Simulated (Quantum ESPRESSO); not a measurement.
# Magnetic state of MnPt3 from several starts, part 2 of 2

Wanted: the moments of MnPt3 and the energy of each order that was tried.

Quantum ESPRESSO 7.5; LDA; plane waves with GBRV 1.5 LDA potentials, no spin-orbit coupling.

So far, absolute magnetization (μB): step 2 (start 1: ferro +) 4.24.

## Step 4: Start 3: antiferro q=(0,0,1/2) +−

This order needs a doubled cell of 8 atoms.

Input file pw.in:

```
&CONTROL
  calculation = 'scf'
  prefix = 'pwscf'
  outdir = './tmp'
  pseudo_dir = './pseudo'
  disk_io = 'nowf'
/
&SYSTEM
  ibrav = 0
  nat = 8
  ntyp = 3
  ecutwfc = 40
  ecutrho = 280
  nbnd = 78
  occupations = 'smearing'
  smearing = 'fd'
  degauss = 0.00734986
  nspin = 2
  starting_magnetization(1) = 0.2333
  starting_magnetization(2) = -0.2333
  starting_magnetization(3) = 0
/
&ELECTRONS
  conv_thr = 1.6d-08
  electron_maxstep = 150
  mixing_beta = 0.3
/
ATOMIC_SPECIES
Mn1    54.9380 mn_lda_v1.5.uspp.F.UPF
Mn2    54.9380 mn_lda_v1.5.uspp.F.UPF
Pt    195.0840 pt_lda_v1.4.uspp.F.UPF
CELL_PARAMETERS angstrom
   3.9000000000    0.0000000000    0.0000000000
   0.0000000000    3.9000000000    0.0000000000
   0.0000000000    0.0000000000    7.8000000000
ATOMIC_POSITIONS crystal
Mn1     0.0000000000    0.0000000000    0.0000000000
Mn2     0.0000000000    0.0000000000    0.5000000000
Pt      0.0000000000    0.5000000000    0.2500000000
Pt      0.0000000000    0.5000000000    0.7500000000
Pt      0.5000000000    0.0000000000    0.2500000000
Pt      0.5000000000    0.0000000000    0.7500000000
Pt      0.5000000000    0.5000000000    0.0000000000
Pt      0.5000000000    0.5000000000    0.5000000000
K_POINTS automatic
6 6 3 0 0 0
```

Command:

```
$ OMP_NUM_THREADS=1 mpirun -n 4 pw.x -nk 4 -in pw.in > pw.out
```

Output:

```text
     [... lines left out ...]
Program PWSCF v.7.5 starts
     [... lines left out ...]
     number of atoms/cell      =            8
     [... lines left out ...]
     number of electrons       =       126.00
     number of Kohn-Sham states=           78
     kinetic-energy cutoff     =      40.0000  Ry
     charge density cutoff     =     280.0000  Ry
     scf convergence threshold =      1.6E-08
     [... lines left out ...]
     16 Sym. Ops., with inversion, found
     [... lines left out ...]
     number of k points=    20  Fermi-Dirac smearing, width (Ry)=  0.0073
     [... lines left out ...]
     iteration # 18     ecut=    40.00 Ry     beta= 0.30
     [... lines left out ...]
     Magnetic moment per site  (integrated on atomic sphere of radius R)
     atom   1 (R=0.292)  charge= 13.7036  magn=  3.5993
     atom   2 (R=0.292)  charge= 13.7036  magn= -3.5992
     atom   3 (R=0.292)  charge= 14.0316  magn=  0.0000
     atom   4 (R=0.292)  charge= 14.0316  magn=  0.0000
     atom   5 (R=0.292)  charge= 14.0316  magn=  0.0000
     atom   6 (R=0.292)  charge= 14.0316  magn=  0.0000
     atom   7 (R=0.292)  charge= 14.0274  magn=  0.0618
     atom   8 (R=0.292)  charge= 14.0274  magn= -0.0618
     [... lines left out ...]
     the Fermi energy is    20.4530 ev
!    total energy              =   -1687.34761909 Ry
     estimated scf accuracy    <          9.5E-10 Ry
     smearing contrib. (-TS)   =      -0.02119479 Ry
     [... lines left out ...]
     total magnetization       =     0.00 Bohr mag/cell
     absolute magnetization    =     7.89 Bohr mag/cell
     convergence has been achieved in  18 iterations
```

The job ended after 2.6 min (4 MPI ranks of Arm Neoverse N1, shared host; peak memory 0.75 GiB; 10 min of CPU time).

Spin moment in the atom's sphere by atom:

```
atom  spin moment in the atom's sphere (μB)
 Mn1                                   3.60
 Mn2                                  -3.60
 Pt3                                   0.00
 Pt4                                   0.00
 Pt5                                   0.00
 Pt6                                   0.00
 Pt7                                   0.06
 Pt8                                  -0.06
```

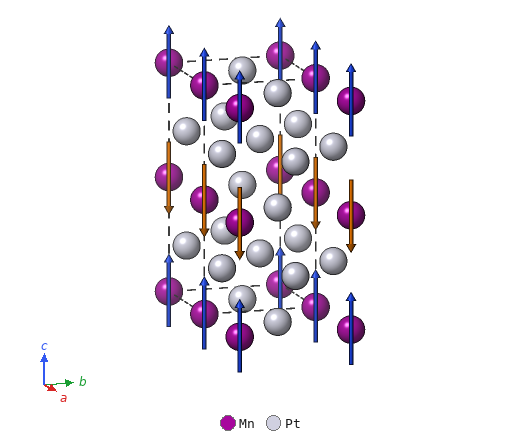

Spin moment in the atom's sphere as arrows, the longest 3.60 μB. Up and down stand for the sign. Arrows give size and sign along the axis of quantisation, drawn up and down the page. The two directions have two colours. 2×1×1 cells are drawn. Some periodic images of atoms are drawn too.

This step gave:

| Property | Result |
| --- | --- |
| smearing term TS | 0.2884 eV |
| magnetization | 0 μB |
| absolute magnetization | 7.894 μB |
| final state | antiferromagnetic |

## Step 5: Start 4: no spin polarisation

Input file pw.in:

```
&CONTROL
  calculation = 'scf'
  prefix = 'pwscf'
  outdir = './tmp'
  pseudo_dir = './pseudo'
  disk_io = 'nowf'
/
&SYSTEM
  ibrav = 0
  nat = 4
  ntyp = 2
  ecutwfc = 40
  ecutrho = 280
  nbnd = 41
  occupations = 'smearing'
  smearing = 'fd'
  degauss = 0.00734986
/
&ELECTRONS
  conv_thr = 8d-09
  electron_maxstep = 150
  mixing_beta = 0.3
/
ATOMIC_SPECIES
Mn     54.9380 mn_lda_v1.5.uspp.F.UPF
Pt    195.0840 pt_lda_v1.4.uspp.F.UPF
CELL_PARAMETERS angstrom
   3.9000000000    0.0000000000    0.0000000000
   0.0000000000    3.9000000000    0.0000000000
   0.0000000000    0.0000000000    3.9000000000
ATOMIC_POSITIONS crystal
Mn      0.0000000000    0.0000000000    0.0000000000
Pt      0.0000000000    0.5000000000    0.5000000000
Pt      0.5000000000    0.0000000000    0.5000000000
Pt      0.5000000000    0.5000000000    0.0000000000
K_POINTS automatic
6 6 6 0 0 0
```

Output:

```text
     [... lines left out ...]
Program PWSCF v.7.5 starts
     [... lines left out ...]
     number of atoms/cell      =            4
     [... lines left out ...]
     number of electrons       =        63.00
     number of Kohn-Sham states=           41
     kinetic-energy cutoff     =      40.0000  Ry
     charge density cutoff     =     280.0000  Ry
     scf convergence threshold =      8.0E-09
     [... lines left out ...]
     48 Sym. Ops., with inversion, found
     [... lines left out ...]
     number of k points=    20  Fermi-Dirac smearing, width (Ry)=  0.0073
     [... lines left out ...]
     iteration # 14     ecut=    40.00 Ry     beta= 0.30
     [... lines left out ...]
     the Fermi energy is    20.4929 ev
!    total energy              =    -843.59390541 Ry
     estimated scf accuracy    <          3.5E-10 Ry
     smearing contrib. (-TS)   =      -0.02040835 Ry
     [... lines left out ...]
     convergence has been achieved in  14 iterations
```

It took 14 s on 4 MPI ranks; peak memory 0.34 GiB; 57 s of CPU time.

Read from the output:

```yaml
smearing_term_ts: 0.2777 eV
final_state: non-magnetic (no spin polarisation)
```

## Step 6: Energies of the orders

An order is kept where moments of 0.15 μB or more survive with the typed signs; meshes match where a doubled cell samples the same k points as the first cell.

Orders:

```
                     start        final state  typed order kept  energy over the lowest (meV a seeded atom)  largest site moment (μB)  net moment (μB a cell of the first run)  mesh matched  CPU time (s)
                   ferro +      ferromagnetic               yes                                           0                     3.636                                    4.086           yes         116.7
antiferro q=(0,1/2,1/2) +-  antiferromagnetic               yes                                        15.6                     3.586                                        0           yes         777.3
  antiferro q=(0,0,1/2) +-  antiferromagnetic               yes                                       17.39                     3.599                                        0           yes           617
      no spin polarisation       non-magnetic                 -                                        1105                         0                                        0           yes         56.98
```

## Step 7: Energy mapping

E = −Σ J e·e over ordered pairs of unit vectors, so each pair counts twice. As many shells are taken as there are differences of energy, so the couplings are solved for and no residual tests the model; further shells are folded in, and shells whose pairs keep their relative signs in all orders cancel and are not probed. Couplings from the energies:

```
 pair  distance (Å)  neighbours an atom  J (meV)
Mn-Mn           3.9                   6  -0.4474
Mn-Mn         5.515                  12    1.198
```

## Step 8: What came out

- lowest state found: ferromagnetic (from ferro +)
- largest site moment: 3.64 μB
- next state with moments: antiferromagnetic, 15.6 meV a seeded atom higher
- state without moments: 1105 meV a seeded atom higher
- J of the weightiest shell (Mn-Mn, 5.51 Å; E = −Σ J e·e, ordered pairs): 1.20 meV

**Reading.** Forming the moments gains more than four times the spread of the orders, as local moments do. The smearing terms TS of the orders run from 123 to 144 meV a seeded atom, so the differences would change at a smaller width: an order with a larger TS is lowered more by the smearing. The largest moment changes by 1.4 % between the kept orders, as for well localised moments. This is the lowest of 4 collinear or spinless starts, no proof of the ground state. Energies are free energies at an electronic temperature of 1160 K, which lowers moments and differences where the moments are itinerant.

[Logs and program files are shortened in this print: banners, set-up blocks, solver, clock and traceback lines can be left out without a mark of their own.]

[Logs are printed without paths, hosts, clocks, repeated set-up lines and the standing remarks that a program may print on its own settings, such as how far it seeks lower states.]

[Hosts, paths, dates, database ids (printed as entryN), source tags and the programs' standing remarks are cut or masked in the printed files.]

[Where a cell is said to come from a database of computed structures, the database is the Materials Project.]
